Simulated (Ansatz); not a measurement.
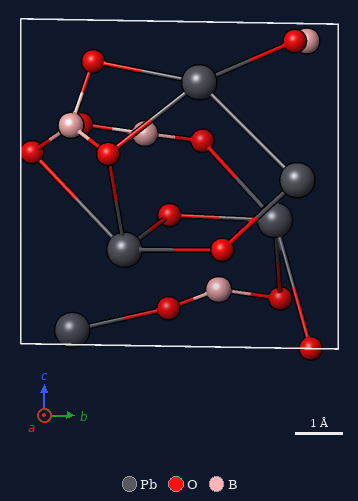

Starting frame of a dynamics run of an amorphous cell of composition B4Pb5O11 (20 atoms in the cell). It starts from the last geometry of an earlier run, with fresh velocities. A ball-and-stick model of the simulation cell, seen along the a axis. Bonds to atoms that aren't drawn are left out.

Theory: DFT PBE, scalar-relativistic, plane waves, PAW in Ansatz.

Input
```yaml
crystal:
  lattice:
    - [6.960996, -0.170274, -0.299495]
    - [-0.170274, 6.796911, -0.046441]
    - [-0.299495, -0.046441, 6.971227]
  atoms:
    - { symbol: Pb, position: [0.6432273135, 0.3224317941, 0.2907527755] }
    - { symbol: Pb, position: [0.4348482422, 0.7967008447, 0.3892753916] }
    - { symbol: Pb, position: [0.1741963779, 0.157943943, 0.0406104007] }
    - { symbol: Pb, position: [0.8829506075, 0.5581432389, 0.809922859] }
    - { symbol: Pb, position: [0.9716095463, 0.8674156676, 0.5136118533] }
    - { symbol: O, position: [0.3941817016, 0.4643703737, 0.3993936095] }
    - { symbol: O, position: [0.1673957238, 0.4612017904, 0.1125657591] }
    - { symbol: O, position: [0.7578116342, 0.2237659692, 0.8688429638] }
    - { symbol: O, position: [0.8156065677, 0.859249215, 0.9417140686] }
    - { symbol: O, position: [0.5857862549, 0.0316565247, 0.5861411292] }
    - { symbol: O, position: [0.2185089401, 0.5683000994, 0.6298237453] }
    - { symbol: O, position: [0.2236655522, 0.1869519959, 0.6744784737] }
    - { symbol: O, position: [0.1209364903, 0.8135947797, 0.1488531926] }
    - { symbol: O, position: [0.8291337666, 0.6305067962, 0.2951159257] }
    - { symbol: O, position: [0.4504088976, 0.9092094567, 0.9962690219] }
    - { symbol: O, position: [0.8526056752, 0.2710804696, 0.5843412338] }
    - { symbol: B, position: [0.1486978065, 0.6193125006, 0.1730111824] }
    - { symbol: B, position: [0.7502834385, 0.1538763688, 0.6704628451] }
    - { symbol: B, position: [0.6161446236, 0.8973333192, 0.9425068158] }
    - { symbol: B, position: [0.247493653, 0.3873190302, 0.6495414333] }
  symmetry: { detect: false }
basis:
  ecutwfc: 420
  xc_grid: 1
kpoints:
  mp_grid: { grid: [1, 1, 1], shift: [0.0, 0.0, 0.0] }
hamiltonian:
  xc: pbe
scf:
  occupations: { method: fermi_dirac, width: 0.2111 }
  lower_state_search: "off"
  convergence: { dr2_threshold: 1.0e-05 }
output:
  forces: true
  stress: true
md:
  timestep: 1.5
  n_steps: 250
  ensemble: nvt_langevin
  friction: 0.03
  temperature: 2450.0
  initial_velocities: maxwell_boltzmann
  seed: 75163
```

Command:
```bash
ansatz run input.yaml --threads 2 --pin off --max-ram 5120MiB --backend cpu --events-out ev --progress --plain --runs-dir out
```

Predict how the run goes.

The mean temperature in the second half is 2745 K (standard deviation 488 K). The potential energy in the second half lies on average 130 meV per atom below the first frame. The first frame is far from relaxed (forces up to 11.1 eV/Å), so much of the motion is the structure settling. The mean pressure there is 5.6 GPa. Root-mean-square distances from the starting positions over the second half, with the common drift of all atoms taken out: O 0.93 Å, B 0.85 Å, Pb 0.60 Å. Against the typical shortest distance between atoms in the first frame, about 1.4 Å these are large excursions, but over 375 fs one can't yet tell strong vibration from the start of diffusion. 8 of the 20 free atoms end more than three quarters of that spacing from the start. Bond changes: 3 B–O bonds form between 22 fs and 366 fs; one B–O bond breaks at about 372 fs.

Along the run (each row but the first and the last is the mean over the interval that it begins):

```tsv
time (fs)	potential energy (meV/atom)	T (K)	p (GPa)
0.0	0.0	2328	6.2
61.5	-54.3	3296	9.6
123.0	-118.5	2538	2.5
184.5	-139.8	2713	5.2
246.0	-146.3	3170	6.0
307.5	-104.7	2393	5.8
369.0	-124.4	2571	3.0
```

The paths of the atoms:

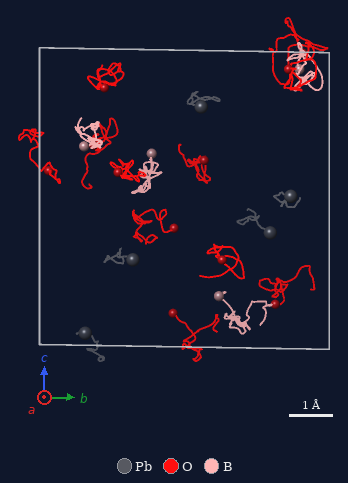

Limits of the set-up: the periodic images lie only 6.8 Å apart, so the values are limited by the cell's size.

Cost: 5.4 min on 2 threads of Arm Neoverse V1 (shared host), peak memory 0.42 GiB.
